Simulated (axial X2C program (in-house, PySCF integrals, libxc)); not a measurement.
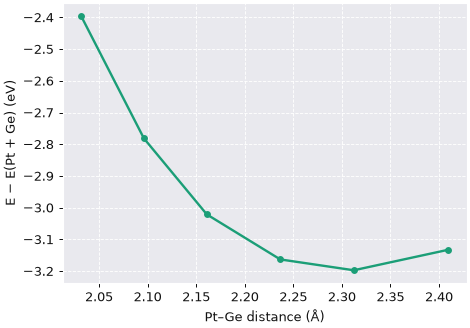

**Figure 1.** Energy at 6 bond lengths, for one set of occupations held fixed; the line joins the points. A polynomial of degree 4 through 6 points gives rₑ = 2.304 Å, ωₑ = 263.8 cm⁻¹, ωₑxₑ = 0.69 cm⁻¹ and Bₑ = 0.05925 cm⁻¹. The minimum lies 3.20 eV below Pt + Ge, each computed as one determinant at the same level.

Run report: PtGe, relativistic diatomic calculation

- system: PtGe, single determinant with Ω = 2 (not the lowest found).
- method: PBE0, two-component X2C with atomic mean-field Coulomb and Gaunt terms, Pt dyall-cv3z, Ge dyall-cv3z (cores contracted) (axial X2C program (in-house, PySCF integrals, libxc))

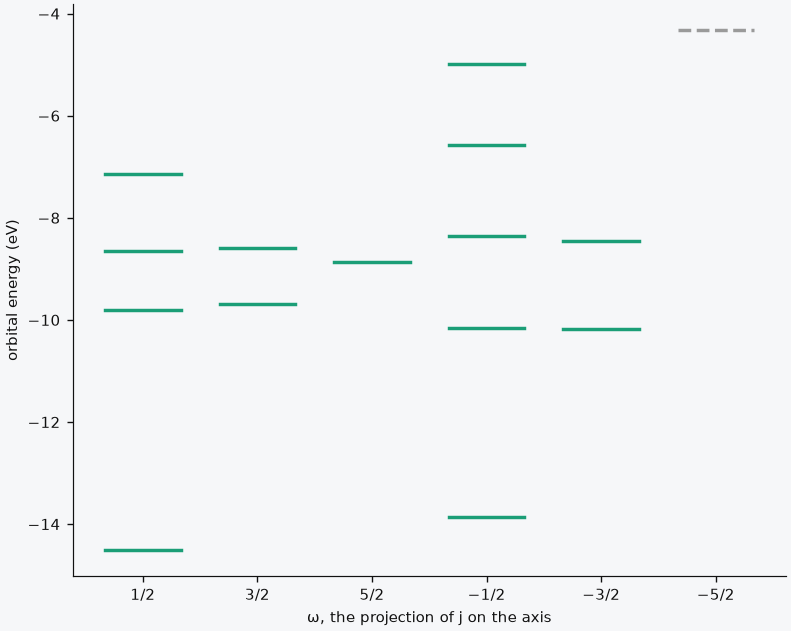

**Figure 2.** Orbital energies near the frontier at 2.16 Å, filled (solid) and empty (dashed). The highest filled spinor (−1/2; 65 % Ge p, 20 % Pt p) lies at −4.98 eV, the lowest empty one (−5/2; 99 % Pt d) at −4.33 eV.

Input and output of the run follow.

Input file:
```
{"zs": [78, 32], "q": 0, "bas": ["dyall-cv3z", "dyall-cv3z"], "levels": ["PBE0", "HF", "PBEsol"], "cc": true, "r0": 2.44, "thr": -1.0, "nmax": 90, "npts": 10, "nst": 2, "ntry": 6}
```

The line is the task of a batch: nuclear charges, charge, bases, the levels to run, a first guess of the distance and further settings. This report covers PBE0 with spin-orbit coupling. The log is that of the reference distance 2.161 Å, started from orbitals converged before.

Launched within a batch (the task file carries these settings):
```bash
python <driver script> task.json out
```

Log:
```
two-component X2C + atomic mean field  PBE0
basis functions 286  fitting functions 1474  grid points 5800
iter        total energy     max residual
   1     -20515.299814404     8.60e-06
   2     -20515.299814403     2.18e-05
   3     -20515.299814416     4.35e-06
   4     -20515.299814417     2.13e-06
converged
one-electron -29371.88369293  Coulomb 8704.06436380  exact exchange -108.50884404  xc functional -332.57007622  nuclear repulsion 611.21069804  atomic mean-field constant -17.61226307
```

The points of the curve:

```
R (Å)    E (hartree)  dipole (D; origin at the first atom, positive when the second is positive)  highest filled (eV)  lowest empty (eV)
2.031  −20515.276766                                                                       −0.38                −4.94              −4.63
2.096  −20515.291003                                                                       −0.33                −4.96              −4.47
2.161  −20515.299814                                                                       −0.27                −4.98              −4.33
2.237  −20515.305028                                                                       −0.17                −5.02              −4.17
2.312  −20515.306283                                                                       −0.05                −5.06              −4.02
2.409  −20515.303909                                                                        0.15                −5.13              −3.84
```

Summary:

- outcome: converged
- bond length rₑ: 2.304 Å
- ωₑ: 263.8 cm⁻¹
- energy at the minimum: −20515.30630 hartree
- depth below the fragments: 3.20 eV
- hardware: 1 thread of Arm Neoverse V1, 24 GiB of memory available, shared host
- wall time: 12 s

Remarks:

Caveats: 6 of the 10 points asked for were kept.
